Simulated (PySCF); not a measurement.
# C4H14F2Si3: what the fields show

Input

```
{"job": {"kind": "nmr", "xc": "PBE0", "basis": "pcSseg-1"}, "charge": 0, "multiplicity": 1}
C      0.340343    -2.419593    -0.351223
Si    -0.297051    -0.647511    -0.059711
C     -2.226118    -0.721474    -0.083095
F     -2.744630     0.522595     0.237000
C      0.226468     0.005760     1.649098
Si     2.061967     0.461682     1.834315
C      0.259113     0.507973    -1.466170
Si    -0.518859     2.237659    -1.467443
F      0.295356     3.101363    -2.569559
H     -0.007282    -2.823174    -1.297580
H      0.014228    -3.096833     0.432265
H      1.425145    -2.438697    -0.366460
H     -2.636688    -1.417862     0.651303
H     -2.634355    -0.975785    -1.063157
H     -0.025454    -0.740003     2.403781
H     -0.373634     0.884405     1.884747
H      2.893623    -0.677049     1.430996
H      2.382467     1.619366     0.998424
H      2.347027     0.782487     3.236682
H      1.342522     0.616818    -1.412134
H      0.053527     0.032219    -2.426098
H     -0.297498     2.959122    -0.223648
H     -1.884970     2.253515    -1.962256
```

Command:

```sh
OMP_NUM_THREADS=1 python probes_run.py task.json out
```

Geometry: GFN2-xTB.

All numbers below come from PBE0/pcSseg-1, SCF density, gas phase, non-relativistic in PySCF 2.14.0.

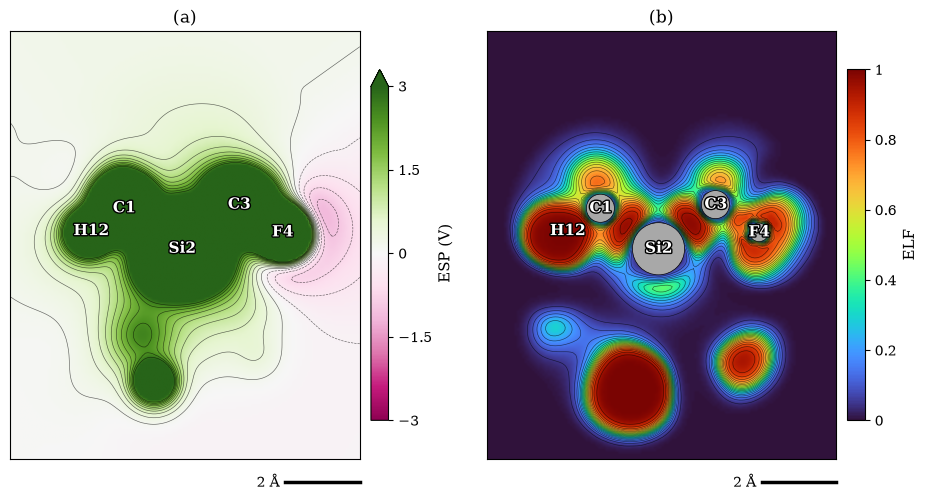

Figure 1. (a) molecular electrostatic potential; (b) electron localisation function on the plane of atoms Si2, C3 and F4. Grey discs cover the atomic cores in the ELF map.

What do the fields say about this system?

Answer. Atoms in the plane: C, Si, F and H.
C–F (1.39 Å): the ELF peaks at about 0.85 between the atoms; a shared but strongly polarised pair.
C–Si (1.91 Å): the ELF peaks at about 0.95 between the atoms; a shared electron pair.
C–H (1.09 Å): the ELF climbs to about 1 towards the hydrogen, as it does in any bond to H (a covalent bond by its length).
The ELF also peaks beside F4, away from the bonds: lone-pair regions.
Outside the dense part of the molecule the potential is most negative (−1.1 V) near F4.

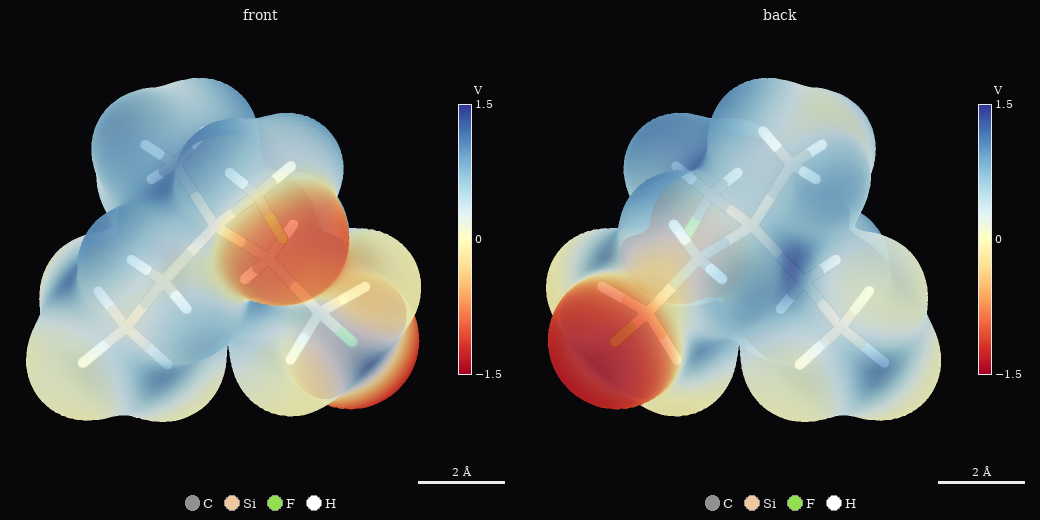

Figure 2. The molecular electrostatic potential painted on the density surface at 0.002 e/bohr³, seen from the front and from behind; the colour scale runs from red (negative) to blue (positive).

Describe the electrostatic potential map.

Answer. The most negative region (about −1.3 V) lies over F9, the most positive (about +1.2 V) over Si2 and Si6.
